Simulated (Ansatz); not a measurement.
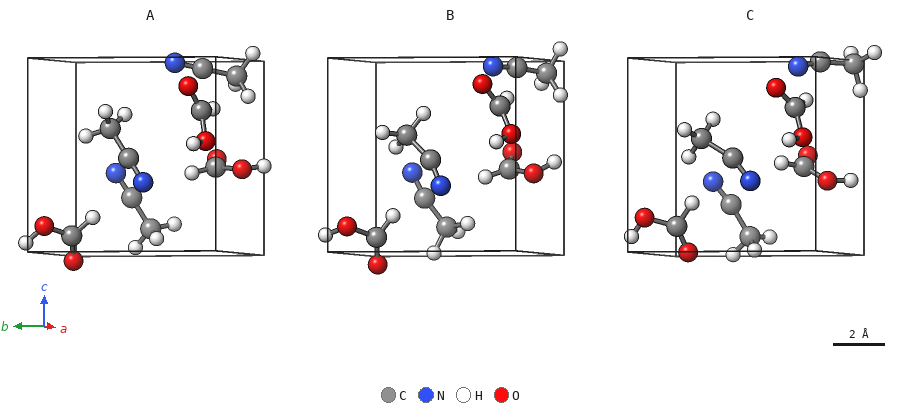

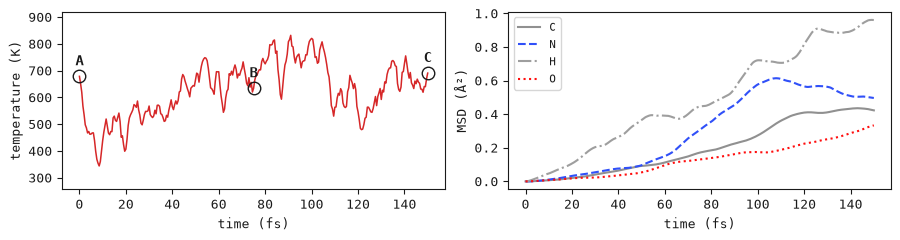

First-principles dynamics of a periodic cell with 3 CH3CN + 3 HCOOH at 0.964 g/cm³, 150 fs long. Frames (A at 0 fs, B at 75 fs, C at 150 fs) and the history of the run. A ball-and-stick model of the simulation cell, seen from a free direction. Atoms that leave the cell re-enter on the other side.

Computed with Ansatz 0.2.0, DFT PBE-D3(BJ), scalar-relativistic, plane waves, PAW. Run with plane-wave cutoff 420 eV; k-point mesh 1 × 1 × 1; Fermi-Dirac smearing 0.05 eV; low-accuracy preset; Langevin thermostat (NVT); set temperature 700 K; time step 0.5 fs; friction 0.02 per fs.

The input:
```yaml
accuracy: low
crystal:
  lattice:
    - [7.663094, 0.0, 0.0]
    - [0.0, 7.663094, 0.0]
    - [0.0, 0.0, 7.663094]
  atoms:
    - { symbol: C, position: [0.21952053, 0.61432197, 0.63538087] }
    - { symbol: C, position: [0.19009371, 0.5091724, 0.48061901] }
    - { symbol: "N", position: [0.16639639, 0.42586701, 0.35581247] }
    - { symbol: H, position: [0.33137056, 0.56576748, 0.71045067] }
    - { symbol: H, position: [0.24371162, 0.75044077, 0.59784222] }
    - { symbol: H, position: [0.10383012, 0.61017075, 0.71967475] }
    - { symbol: C, position: [0.63596695, 0.04862354, 0.91198366] }
    - { symbol: C, position: [0.53088987, 0.20292072, 0.94908747] }
    - { symbol: "N", position: [0.45034764, 0.32963864, 0.97768558] }
    - { symbol: H, position: [0.76848265, 0.08900862, 0.87357061] }
    - { symbol: H, position: [0.64186798, -0.03555487, 1.02829678] }
    - { symbol: H, position: [0.57667647, -0.02730161, 0.80591113] }
    - { symbol: C, position: [0.81564933, 0.55203815, 0.13179935] }
    - { symbol: C, position: [0.77270598, 0.64197936, 0.29182063] }
    - { symbol: "N", position: [0.73522518, 0.71643544, 0.41853895] }
    - { symbol: H, position: [0.86668188, 0.64667057, 0.03708824] }
    - { symbol: H, position: [0.91599509, 0.45278872, 0.15772658] }
    - { symbol: H, position: [0.69745866, 0.49048894, 0.07850696] }
    - { symbol: O, position: [0.0923591, 0.93241336, 0.13154388] }
    - { symbol: C, position: [0.21513465, 0.81810047, 0.08342473] }
    - { symbol: O, position: [0.30950217, 0.83269086, -0.04361601] }
    - { symbol: H, position: [0.08952876, 1.03039653, 0.04550216] }
    - { symbol: H, position: [0.22359787, 0.70853527, 0.17756878] }
    - { symbol: O, position: [0.51254293, -0.01157379, 0.42874764] }
    - { symbol: C, position: [0.58245376, 0.14630232, 0.44211012] }
    - { symbol: O, position: [0.73181581, 0.17930444, 0.48742212] }
    - { symbol: H, position: [0.60480073, -0.10451786, 0.44658128] }
    - { symbol: H, position: [0.48503393, 0.24803226, 0.41050204] }
    - { symbol: O, position: [0.06139897, 0.06677178, 0.56369246] }
    - { symbol: C, position: [0.11924619, 0.10402617, 0.7223678] }
    - { symbol: O, position: [0.02933671, 0.15043581, 0.84658815] }
    - { symbol: H, position: [-0.06455083, 0.09836266, 0.54760515] }
    - { symbol: H, position: [0.26057704, 0.07844682, 0.7347275] }
basis:
  ecutwfc: 420.0
kpoints:
  mp_grid: { grid: [1, 1, 1] }
hamiltonian:
  xc: pbe
  dispersion: d3bj
scf:
  occupations: { method: fermi_dirac, width: 0.05 }
  lower_state_search: "off"
md:
  timestep: 0.5
  n_steps: 300
  ensemble: nvt_langevin
  temperature: 700.0
  initial_velocities: maxwell_boltzmann
  seed: 6374
  friction: 0.02
```

Launched with:
```bash
ansatz run input.yaml --threads 1 --pin off --max-ram 3072MiB --backend cpu --events-out ev --progress --plain --runs-dir out
```

Q: What do the frames and curves show?

A: Root-mean-square distances from the starting positions over the second half, with the common drift of all atoms taken out: H 0.86 Å, N 0.72 Å, C 0.58 Å, O 0.46 Å. The heavy atoms stay within a fraction of a molecule's size of their starting places; so short a run doesn't tell a liquid from a solid. The mean temperature in the second half is 677 K (standard deviation 84 K). The potential energy in the second half lies on average 74.5 meV per atom above the first frame.

Limits of the set-up: the program's low-accuracy preset was used; the periodic images lie only 7.7 Å apart, so the values are limited by the cell's size.

Cost: 15 min on 1 thread of Arm Neoverse V1 (shared host), peak memory 0.49 GiB.
